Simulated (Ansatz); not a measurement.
**AlGaH (quartet): wB97M-V, B2PLYP over a scan of the distance Al1–H3, 6-31G**

How well do these functionals follow the top wave-function level for AlGaH (quartet) over a scan of the distance Al1–H3?

Program: Ansatz 0.2.0, Gaussian basis. Level of theory: 6-31G, all electrons in the functionals, frozen cores in the correlation of double hybrids and RPA. These are calculated values, not measurements.

Plan: wB97M-V, B2PLYP, at 1.292 Å; 1.390 Å; 1.582 Å; 1.764 Å; 1.935 Å; 2.227 Å; 2.544 Å; 2.900 Å; 3.562 Å; 4.347 Å; 5.346 Å (not every functional at every point).

32 further runs of the same task are left out: 25 that didn't finish, 7 set aside as unsound or not needed.

**1. The system**

The geometry derives from a PBE0/def2-TZVP stationary point (not a proven minimum). One bond is set to the value named and the two fragments are kept rigid. No spin-orbit coupling is included. The filled d shell of Ga may be among the frozen orbitals whatever the setting's name suggests; the logs give the count.

3 atoms, charge 0, spin multiplicity 4.

Atoms are counted from 1 here; the program's logs count them from 0.

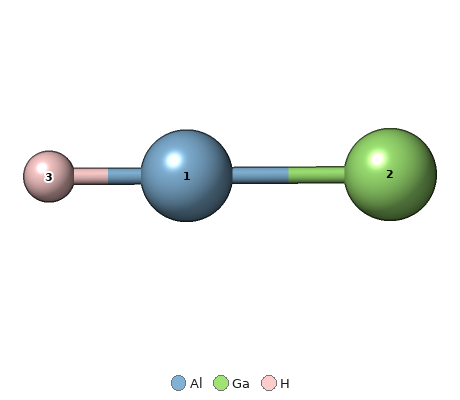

The geometry (aluminium light blue, gallium green, hydrogen pink); atoms are numbered from 1 in the order of the file.

As a file:

```xyz
3
charge 0, multiplicity 4
Al    0.00000    0.00000    0.25390
Ga    0.00000    0.00000   -2.08970
H     0.00000    0.00000    1.83580
```

No dispersion term is added; wB97M-V holds VV10 nonlocal correlation.

The geometry shown and the zero of energy belong to the point 1.582 Å. The yardstick, FCI, and other wave-function levels (R restricted, U unrestricted, valence and pair active spaces) come from earlier runs.

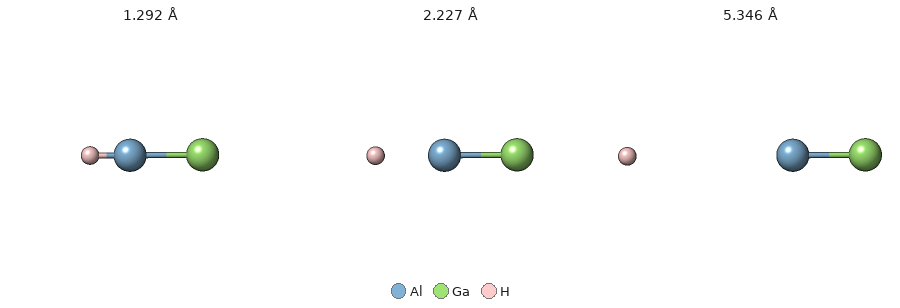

Three points of the scan; sticks are drawn by distance.

**2. wB97M-V, 1.292 Å**

Contents of in.yaml:

```yaml
crystal:
  periodic: [false, false, false]
  atoms:
    - {symbol: Al, position_ang: [0.000000, 0.000000, 0.350533]}
    - {symbol: Ga, position_ang: [0.000000, 0.000000, -1.993067]}
    - {symbol: H, position_ang: [0.000000, 0.000000, 1.642533]}
basis:
  gaussian: {orbitals: 6-31G}
magnetization: {spin_polarized: true, initial_magnetization: 3}
hamiltonian: {xc: {name: wB97M-V}}
output: {forces: true, orbitals: {seedname: orbitals}}
```

Run with:

```bash
> ansatz run in.yaml --threads 1 --pin off --events-out ev --progress --plain --max-ram 2393MiB
```

The program printed (excerpt; [...] marks lines left out):

```text
Functional definition: wB97M-V
  name "wB97M-V"
  cite "Mardirossian & Head-Gordon, J. Chem. Phys. 144, 214110 (2016) doi:10.1063/1.4952647"
  cite "Becke, J. Chem. Phys. 107, 8554 (1997) doi:10.1063/1.475007"
  cite "Vydrov & Van Voorhis, J. Chem. Phys. 133, 244103 (2010) doi:10.1063/1.3521275"
  # Of w^i u^j: cxij and so on, Table III.
[...]
  gx(w, u) = 1 - cx + cx01*u + cx10*w
  gss(w, u) = css00 + css04*u^4 + css10*w + css20*w^2 + css43*w^4*u^3
  gos(w, u) = cos00 + cos10*w + (cos20 + cos21*u)*w^2 + (cos60 + cos61*u)*w^6
[...]
      + integral(e_c_pw_mod_opposite_spin*gos(b97_w_opposite, b97_u_opposite)) + vv10(b, c)
420 factors; integrals over basis functions are off by at most 1.6e-4 eV
146 factors; integrals over basis functions are off by at most 3.0e-5 eV
[...]
mean field -58973.87169139 eV, -2167.2498107325 hartree, gradient 8.5e-5 eV, S^2 3.754503; 1 other end points of the search recorded, 0 dependent functions left out
[...]
reference -58973.87172863 eV, -2167.2498121011 hartree; 24, 21 occupied and 20, 23 virtual orbitals, 420 factors
Total energy: -58973.87172863 eV, -2167.2498121011 hartree
Atom 0 at     0.000000     0.000000     0.350533 Å, force    -0.000000    -0.000000    -7.371644 eV/Å
Atom 1 at     0.000000     0.000000    -1.993067 Å, force     0.000000    -0.000000     0.109077 eV/Å
Atom 2 at     0.000000     0.000000     1.642533 Å, force     0.000000     0.000000     7.262567 eV/Å
Dipole moment:    -0.000000    -0.000000     0.004045 e Å
```

It took 21 s on 1 thread of Intel Xeon at 2.50GHz, shared host.

From the report: ⟨S²⟩ of the determinant 3.755 (pure quartet: 3.75).

**3. wB97M-V, 1.390 Å**

Contents of in.yaml:

```yaml
crystal:
  periodic: [false, false, false]
  atoms:
    - {symbol: Al, position_ang: [0.000000, 0.000000, 0.317867]}
    - {symbol: Ga, position_ang: [0.000000, 0.000000, -2.025733]}
    - {symbol: H, position_ang: [0.000000, 0.000000, 1.707867]}
basis:
  gaussian: {orbitals: 6-31G}
magnetization: {spin_polarized: true, initial_magnetization: 3}
hamiltonian: {xc: {name: wB97M-V}}
output: {orbitals: {seedname: orbitals}}
```

Launched as before.

The program printed (excerpt; [...] marks lines left out):

```text
Functional definition: wB97M-V
  name "wB97M-V"
  cite "Mardirossian & Head-Gordon, J. Chem. Phys. 144, 214110 (2016) doi:10.1063/1.4952647"
  cite "Becke, J. Chem. Phys. 107, 8554 (1997) doi:10.1063/1.475007"
  cite "Vydrov & Van Voorhis, J. Chem. Phys. 133, 244103 (2010) doi:10.1063/1.3521275"
  # Of w^i u^j: cxij and so on, Table III.
[...]
  gx(w, u) = 1 - cx + cx01*u + cx10*w
  gss(w, u) = css00 + css04*u^4 + css10*w + css20*w^2 + css43*w^4*u^3
  gos(w, u) = cos00 + cos10*w + (cos20 + cos21*u)*w^2 + (cos60 + cos61*u)*w^6
[...]
      + integral(e_c_pw_mod_opposite_spin*gos(b97_w_opposite, b97_u_opposite)) + vv10(b, c)
420 factors; integrals over basis functions are off by at most 1.2e-4 eV
146 factors; integrals over basis functions are off by at most 3.1e-5 eV
[...]
mean field -58974.40917868 eV, -2167.2695630261 hartree, gradient 2.4e-5 eV, S^2 3.754646; 1 other end points of the search recorded, 0 dependent functions left out
reference -58974.40921599 eV, -2167.2695643975 hartree; 24, 21 occupied and 20, 23 virtual orbitals, 420 factors
Total energy: -58974.40921599 eV, -2167.2695643975 hartree
```

Wall time 16 s (1 thread of Intel Xeon at 2.50GHz, shared host).

From the report: ⟨S²⟩ of the determinant 3.755 (pure quartet: 3.75).

**4. wB97M-V, 1.582 Å**

Contents of in.yaml:

```yaml
crystal:
  periodic: [false, false, false]
  atoms:
    - {symbol: Al, position_ang: [0.000000, 0.000000, 0.253900]}
    - {symbol: Ga, position_ang: [0.000000, 0.000000, -2.089700]}
    - {symbol: H, position_ang: [0.000000, 0.000000, 1.835800]}
basis:
  gaussian: {orbitals: 6-31G}
magnetization: {spin_polarized: true, initial_magnetization: 3}
hamiltonian: {xc: {name: wB97M-V}}
output: {orbitals: {seedname: orbitals}}
```

Launched as before.

The program printed (excerpt; [...] marks lines left out):

```text
Functional definition: wB97M-V
  name "wB97M-V"
  cite "Mardirossian & Head-Gordon, J. Chem. Phys. 144, 214110 (2016) doi:10.1063/1.4952647"
  cite "Becke, J. Chem. Phys. 107, 8554 (1997) doi:10.1063/1.475007"
  cite "Vydrov & Van Voorhis, J. Chem. Phys. 133, 244103 (2010) doi:10.1063/1.3521275"
  # Of w^i u^j: cxij and so on, Table III.
[...]
  gx(w, u) = 1 - cx + cx01*u + cx10*w
  gss(w, u) = css00 + css04*u^4 + css10*w + css20*w^2 + css43*w^4*u^3
  gos(w, u) = cos00 + cos10*w + (cos20 + cos21*u)*w^2 + (cos60 + cos61*u)*w^6
[...]
      + integral(e_c_pw_mod_opposite_spin*gos(b97_w_opposite, b97_u_opposite)) + vv10(b, c)
420 factors; integrals over basis functions are off by at most 1.4e-4 eV
146 factors; integrals over basis functions are off by at most 3.2e-5 eV
[...]
mean field -58974.74706226 eV, -2167.2819800187 hartree, gradient 6.0e-5 eV, S^2 3.755259; 0 other end points of the search recorded, 0 dependent functions left out
reference -58974.74709976 eV, -2167.2819813970 hartree; 24, 21 occupied and 20, 23 virtual orbitals, 420 factors
Total energy: -58974.74709976 eV, -2167.2819813970 hartree
```

Wall time 19 s (1 thread of Intel Xeon at 2.50GHz, shared host).

From the report: ⟨S²⟩ of the determinant 3.755 (pure quartet: 3.75).

**5. wB97M-V, 1.764 Å**

Contents of in.yaml:

```yaml
crystal:
  periodic: [false, false, false]
  atoms:
    - {symbol: Al, position_ang: [0.000000, 0.000000, 0.193200]}
    - {symbol: Ga, position_ang: [0.000000, 0.000000, -2.150400]}
    - {symbol: H, position_ang: [0.000000, 0.000000, 1.957200]}
basis:
  gaussian: {orbitals: 6-31G}
magnetization: {spin_polarized: true, initial_magnetization: 3}
hamiltonian: {xc: {name: wB97M-V}}
output: {forces: true, orbitals: {seedname: orbitals}}
```

Same command.

The program printed (excerpt; [...] marks lines left out):

```text
Functional definition: wB97M-V
  name "wB97M-V"
  cite "Mardirossian & Head-Gordon, J. Chem. Phys. 144, 214110 (2016) doi:10.1063/1.4952647"
  cite "Becke, J. Chem. Phys. 107, 8554 (1997) doi:10.1063/1.475007"
  cite "Vydrov & Van Voorhis, J. Chem. Phys. 133, 244103 (2010) doi:10.1063/1.3521275"
  # Of w^i u^j: cxij and so on, Table III.
[...]
  gx(w, u) = 1 - cx + cx01*u + cx10*w
  gss(w, u) = css00 + css04*u^4 + css10*w + css20*w^2 + css43*w^4*u^3
  gos(w, u) = cos00 + cos10*w + (cos20 + cos21*u)*w^2 + (cos60 + cos61*u)*w^6
[...]
      + integral(e_c_pw_mod_opposite_spin*gos(b97_w_opposite, b97_u_opposite)) + vv10(b, c)
420 factors; integrals over basis functions are off by at most 1.4e-4 eV
146 factors; integrals over basis functions are off by at most 3.2e-5 eV
[...]
mean field -58974.58693539 eV, -2167.2760954649 hartree, gradient 2.5e-5 eV, S^2 3.756984; 0 other end points of the search recorded, 0 dependent functions left out
[...]
reference -58974.58697331 eV, -2167.2760968582 hartree; 24, 21 occupied and 20, 23 virtual orbitals, 420 factors
Total energy: -58974.58697331 eV, -2167.2760968582 hartree
Atom 0 at     0.000000     0.000000     0.193200 Å, force    -0.000000     0.000000     1.595145 eV/Å
Atom 1 at     0.000000     0.000000    -2.150400 Å, force     0.000000    -0.000000     0.018893 eV/Å
Atom 2 at     0.000000     0.000000     1.957200 Å, force     0.000000    -0.000000    -1.614038 eV/Å
Dipole moment:     0.000000    -0.000000    -0.121271 e Å
```

It took 22 s on 1 thread of Intel Xeon at 2.50GHz, shared host.

From the report: ⟨S²⟩ of the determinant 3.757 (pure quartet: 3.75).

From 1.582 Å: +0.160 eV.

**6. wB97M-V, 1.935 Å**

Contents of in.yaml:

```yaml
crystal:
  periodic: [false, false, false]
  atoms:
    - {symbol: Al, position_ang: [0.000000, 0.000000, 0.136200]}
    - {symbol: Ga, position_ang: [0.000000, 0.000000, -2.207400]}
    - {symbol: H, position_ang: [0.000000, 0.000000, 2.071200]}
basis:
  gaussian: {orbitals: 6-31G}
magnetization: {spin_polarized: true, initial_magnetization: 3}
hamiltonian: {xc: {name: wB97M-V}}
output: {forces: true, orbitals: {seedname: orbitals}}
```

Launched as before.

The program printed (excerpt; [...] marks lines left out):

```text
Functional definition: wB97M-V
  name "wB97M-V"
  cite "Mardirossian & Head-Gordon, J. Chem. Phys. 144, 214110 (2016) doi:10.1063/1.4952647"
  cite "Becke, J. Chem. Phys. 107, 8554 (1997) doi:10.1063/1.475007"
  cite "Vydrov & Van Voorhis, J. Chem. Phys. 133, 244103 (2010) doi:10.1063/1.3521275"
  # Of w^i u^j: cxij and so on, Table III.
[...]
  gx(w, u) = 1 - cx + cx01*u + cx10*w
  gss(w, u) = css00 + css04*u^4 + css10*w + css20*w^2 + css43*w^4*u^3
  gos(w, u) = cos00 + cos10*w + (cos20 + cos21*u)*w^2 + (cos60 + cos61*u)*w^6
[...]
      + integral(e_c_pw_mod_opposite_spin*gos(b97_w_opposite, b97_u_opposite)) + vv10(b, c)
420 factors; integrals over basis functions are off by at most 1.5e-4 eV
146 factors; integrals over basis functions are off by at most 3.3e-5 eV
[...]
mean field -58974.24634285 eV, -2167.2635789198 hartree, gradient 4.4e-5 eV, S^2 3.761785; 0 other end points of the search recorded, 0 dependent functions left out
[...]
reference -58974.24638113 eV, -2167.2635803265 hartree; 24, 21 occupied and 20, 23 virtual orbitals, 420 factors
Total energy: -58974.24638113 eV, -2167.2635803265 hartree
Atom 0 at     0.000000     0.000000     0.136200 Å, force    -0.000000     0.000000     2.313895 eV/Å
Atom 1 at     0.000000     0.000000    -2.207400 Å, force     0.000000    -0.000000    -0.060116 eV/Å
Atom 2 at     0.000000     0.000000     2.071200 Å, force     0.000000    -0.000000    -2.253779 eV/Å
Dipole moment:    -0.000000     0.000000    -0.173767 e Å
```

Wall time 24 s (1 thread of Intel Xeon at 2.50GHz, shared host).

From the report: ⟨S²⟩ of the determinant 3.762 (pure quartet: 3.75).

From 1.582 Å: +0.501 eV.

**7. wB97M-V, 2.227 Å**

Contents of in.yaml:

```yaml
crystal:
  periodic: [false, false, false]
  atoms:
    - {symbol: Al, position_ang: [0.000000, 0.000000, 0.038867]}
    - {symbol: Ga, position_ang: [0.000000, 0.000000, -2.304733]}
    - {symbol: H, position_ang: [0.000000, 0.000000, 2.265867]}
basis:
  gaussian: {orbitals: 6-31G}
magnetization: {spin_polarized: true, initial_magnetization: 3}
hamiltonian: {xc: {name: wB97M-V}}
output: {orbitals: {seedname: orbitals}}
```

The command is unchanged.

The program printed (excerpt; [...] marks lines left out):

```text
Functional definition: wB97M-V
  name "wB97M-V"
  cite "Mardirossian & Head-Gordon, J. Chem. Phys. 144, 214110 (2016) doi:10.1063/1.4952647"
  cite "Becke, J. Chem. Phys. 107, 8554 (1997) doi:10.1063/1.475007"
  cite "Vydrov & Van Voorhis, J. Chem. Phys. 133, 244103 (2010) doi:10.1063/1.3521275"
  # Of w^i u^j: cxij and so on, Table III.
[...]
  gx(w, u) = 1 - cx + cx01*u + cx10*w
  gss(w, u) = css00 + css04*u^4 + css10*w + css20*w^2 + css43*w^4*u^3
  gos(w, u) = cos00 + cos10*w + (cos20 + cos21*u)*w^2 + (cos60 + cos61*u)*w^6
[...]
      + integral(e_c_pw_mod_opposite_spin*gos(b97_w_opposite, b97_u_opposite)) + vv10(b, c)
420 factors; integrals over basis functions are off by at most 1.6e-4 eV
146 factors; integrals over basis functions are off by at most 3.4e-5 eV
[...]
mean field -58973.57807796 eV, -2167.2390206381 hartree, gradient 5.7e-5 eV, S^2 3.791354; 0 other end points of the search recorded, 0 dependent functions left out
reference -58973.57811639 eV, -2167.2390220504 hartree; 24, 21 occupied and 20, 23 virtual orbitals, 420 factors
Total energy: -58973.57811639 eV, -2167.2390220504 hartree
```

It took 21 s on 1 thread of Intel Xeon at 2.50GHz, shared host.

From the report: ⟨S²⟩ of the determinant 3.791 (pure quartet: 3.75).

From 1.582 Å: +1.169 eV.

**8. wB97M-V, 2.544 Å**

Contents of in.yaml:

```yaml
crystal:
  periodic: [false, false, false]
  atoms:
    - {symbol: Al, position_ang: [0.000000, 0.000000, -0.066800]}
    - {symbol: Ga, position_ang: [0.000000, 0.000000, -2.410400]}
    - {symbol: H, position_ang: [0.000000, 0.000000, 2.477200]}
basis:
  gaussian: {orbitals: 6-31G}
magnetization: {spin_polarized: true, initial_magnetization: 3}
hamiltonian: {xc: {name: wB97M-V}}
output: {forces: true, orbitals: {seedname: orbitals}}
```

Same command.

The program printed (excerpt; [...] marks lines left out):

```text
Functional definition: wB97M-V
  name "wB97M-V"
  cite "Mardirossian & Head-Gordon, J. Chem. Phys. 144, 214110 (2016) doi:10.1063/1.4952647"
  cite "Becke, J. Chem. Phys. 107, 8554 (1997) doi:10.1063/1.475007"
  cite "Vydrov & Van Voorhis, J. Chem. Phys. 133, 244103 (2010) doi:10.1063/1.3521275"
  # Of w^i u^j: cxij and so on, Table III.
[...]
  gx(w, u) = 1 - cx + cx01*u + cx10*w
  gss(w, u) = css00 + css04*u^4 + css10*w + css20*w^2 + css43*w^4*u^3
  gos(w, u) = cos00 + cos10*w + (cos20 + cos21*u)*w^2 + (cos60 + cos61*u)*w^6
[...]
      + integral(e_c_pw_mod_opposite_spin*gos(b97_w_opposite, b97_u_opposite)) + vv10(b, c)
420 factors; integrals over basis functions are off by at most 1.6e-4 eV
146 factors; integrals over basis functions are off by at most 3.4e-5 eV
[...]
mean field -58973.08648575 eV, -2167.2209549576 hartree, gradient 3.3e-5 eV, S^2 3.812171; 3 other end points of the search recorded, 0 dependent functions left out
[...]
reference -58973.08652351 eV, -2167.2209563452 hartree; 24, 21 occupied and 20, 23 virtual orbitals, 420 factors
Total energy: -58973.08652351 eV, -2167.2209563452 hartree
Atom 0 at     0.000000     0.000000    -0.066800 Å, force    -0.000000    -0.000000     1.809053 eV/Å
Atom 1 at     0.000000     0.000000    -2.410400 Å, force     0.000000     0.000000    -0.867458 eV/Å
Atom 2 at     0.000000     0.000000     2.477200 Å, force     0.000000    -0.000000    -0.941595 eV/Å
Dipole moment:     0.000000     0.000000    -0.065097 e Å
```

Run time: 31 s. Hardware: 1 thread of Intel Xeon at 2.50GHz, shared host.

From the report: ⟨S²⟩ of the determinant 3.812 (pure quartet: 3.75).

From 1.582 Å: +1.661 eV.

**9. wB97M-V, 2.900 Å**

Contents of in.yaml:

```yaml
crystal:
  periodic: [false, false, false]
  atoms:
    - {symbol: Al, position_ang: [0.000000, 0.000000, -0.185467]}
    - {symbol: Ga, position_ang: [0.000000, 0.000000, -2.529067]}
    - {symbol: H, position_ang: [0.000000, 0.000000, 2.714533]}
basis:
  gaussian: {orbitals: 6-31G}
magnetization: {spin_polarized: true, initial_magnetization: 3}
hamiltonian: {xc: {name: wB97M-V}}
output: {orbitals: {seedname: orbitals}}
```

Same command.

The program printed (excerpt; [...] marks lines left out):

```text
Functional definition: wB97M-V
  name "wB97M-V"
  cite "Mardirossian & Head-Gordon, J. Chem. Phys. 144, 214110 (2016) doi:10.1063/1.4952647"
  cite "Becke, J. Chem. Phys. 107, 8554 (1997) doi:10.1063/1.475007"
  cite "Vydrov & Van Voorhis, J. Chem. Phys. 133, 244103 (2010) doi:10.1063/1.3521275"
  # Of w^i u^j: cxij and so on, Table III.
[...]
  gx(w, u) = 1 - cx + cx01*u + cx10*w
  gss(w, u) = css00 + css04*u^4 + css10*w + css20*w^2 + css43*w^4*u^3
  gos(w, u) = cos00 + cos10*w + (cos20 + cos21*u)*w^2 + (cos60 + cos61*u)*w^6
[...]
      + integral(e_c_pw_mod_opposite_spin*gos(b97_w_opposite, b97_u_opposite)) + vv10(b, c)
420 factors; integrals over basis functions are off by at most 1.6e-4 eV
147 factors; integrals over basis functions are off by at most 3.4e-5 eV
[...]
mean field -58972.90887184 eV, -2167.2144277666 hartree, gradient 1.1e-5 eV, S^2 3.768177; 3 other end points of the search recorded, 0 dependent functions left out
reference -58972.90890971 eV, -2167.2144291585 hartree; 24, 21 occupied and 20, 23 virtual orbitals, 420 factors
Total energy: -58972.90890971 eV, -2167.2144291585 hartree
```

It took 26 s on 1 thread of Intel Xeon at 2.50GHz, shared host.

From the report: ⟨S²⟩ of the determinant 3.768 (pure quartet: 3.75).

From 1.582 Å: +1.838 eV.

**10. wB97M-V, 3.562 Å**

Contents of in.yaml:

```yaml
crystal:
  periodic: [false, false, false]
  atoms:
    - {symbol: Al, position_ang: [0.000000, 0.000000, -0.406133]}
    - {symbol: Ga, position_ang: [0.000000, 0.000000, -2.749733]}
    - {symbol: H, position_ang: [0.000000, 0.000000, 3.155867]}
basis:
  gaussian: {orbitals: 6-31G}
magnetization: {spin_polarized: true, initial_magnetization: 3}
hamiltonian: {xc: {name: wB97M-V}}
output: {forces: true, orbitals: {seedname: orbitals}}
```

Same command.

The program printed (excerpt; [...] marks lines left out):

```text
Functional definition: wB97M-V
  name "wB97M-V"
  cite "Mardirossian & Head-Gordon, J. Chem. Phys. 144, 214110 (2016) doi:10.1063/1.4952647"
  cite "Becke, J. Chem. Phys. 107, 8554 (1997) doi:10.1063/1.475007"
  cite "Vydrov & Van Voorhis, J. Chem. Phys. 133, 244103 (2010) doi:10.1063/1.3521275"
  # Of w^i u^j: cxij and so on, Table III.
[...]
  gx(w, u) = 1 - cx + cx01*u + cx10*w
  gss(w, u) = css00 + css04*u^4 + css10*w + css20*w^2 + css43*w^4*u^3
  gos(w, u) = cos00 + cos10*w + (cos20 + cos21*u)*w^2 + (cos60 + cos61*u)*w^6
[...]
      + integral(e_c_pw_mod_opposite_spin*gos(b97_w_opposite, b97_u_opposite)) + vv10(b, c)
422 factors; integrals over basis functions are off by at most 2.8e-4 eV
147 factors; integrals over basis functions are off by at most 3.4e-5 eV
[...]
mean field -58972.85357822 eV, -2167.2123957636 hartree, gradient 1.0e-5 eV, S^2 3.751576; 3 other end points of the search recorded, 0 dependent functions left out
[...]
reference -58972.85361490 eV, -2167.2123971118 hartree; 24, 21 occupied and 20, 23 virtual orbitals, 422 factors
Total energy: -58972.85361490 eV, -2167.2123971118 hartree
Atom 0 at     0.000000     0.000000    -0.406133 Å, force    -0.000000     0.000000     1.233730 eV/Å
Atom 1 at     0.000000     0.000000    -2.749733 Å, force     0.000000    -0.000000    -1.212223 eV/Å
Atom 2 at     0.000000     0.000000     3.155867 Å, force     0.000000     0.000000    -0.021507 eV/Å
Dipole moment:     0.000000     0.000000     0.073630 e Å
```

Run time: 51 s. Hardware: 1 thread of Intel Xeon at 2.50GHz, shared host.

From the report: ⟨S²⟩ of the determinant 3.752 (pure quartet: 3.75).

From 1.582 Å: +1.893 eV.

**11. wB97M-V, 4.347 Å**

Contents of in.yaml:

```yaml
crystal:
  periodic: [false, false, false]
  atoms:
    - {symbol: Al, position_ang: [0.000000, 0.000000, -0.667800]}
    - {symbol: Ga, position_ang: [0.000000, 0.000000, -3.011400]}
    - {symbol: H, position_ang: [0.000000, 0.000000, 3.679200]}
basis:
  gaussian: {orbitals: 6-31G}
magnetization: {spin_polarized: true, initial_magnetization: 3}
hamiltonian: {xc: {name: wB97M-V}}
output: {orbitals: {seedname: orbitals}}
```

Launched as before.

The program printed (excerpt; [...] marks lines left out):

```text
Functional definition: wB97M-V
  name "wB97M-V"
  cite "Mardirossian & Head-Gordon, J. Chem. Phys. 144, 214110 (2016) doi:10.1063/1.4952647"
  cite "Becke, J. Chem. Phys. 107, 8554 (1997) doi:10.1063/1.475007"
  cite "Vydrov & Van Voorhis, J. Chem. Phys. 133, 244103 (2010) doi:10.1063/1.3521275"
  # Of w^i u^j: cxij and so on, Table III.
[...]
  gx(w, u) = 1 - cx + cx01*u + cx10*w
  gss(w, u) = css00 + css04*u^4 + css10*w + css20*w^2 + css43*w^4*u^3
  gos(w, u) = cos00 + cos10*w + (cos20 + cos21*u)*w^2 + (cos60 + cos61*u)*w^6
[...]
      + integral(e_c_pw_mod_opposite_spin*gos(b97_w_opposite, b97_u_opposite)) + vv10(b, c)
423 factors; integrals over basis functions are off by at most 1.6e-4 eV
147 factors; integrals over basis functions are off by at most 3.5e-5 eV
[...]
mean field -58972.84218030 eV, -2167.2119768979 hartree, gradient 4.6e-6 eV, S^2 3.751829; 3 other end points of the search recorded, 0 dependent functions left out
reference -58972.84221811 eV, -2167.2119782874 hartree; 24, 21 occupied and 20, 23 virtual orbitals, 423 factors
Total energy: -58972.84221811 eV, -2167.2119782874 hartree
```

It took 46 s on 1 thread of Intel Xeon at 2.50GHz, shared host.

From the report: ⟨S²⟩ of the determinant 3.752 (pure quartet: 3.75).

From 1.582 Å: +1.905 eV.

[end of part 1 of 2]
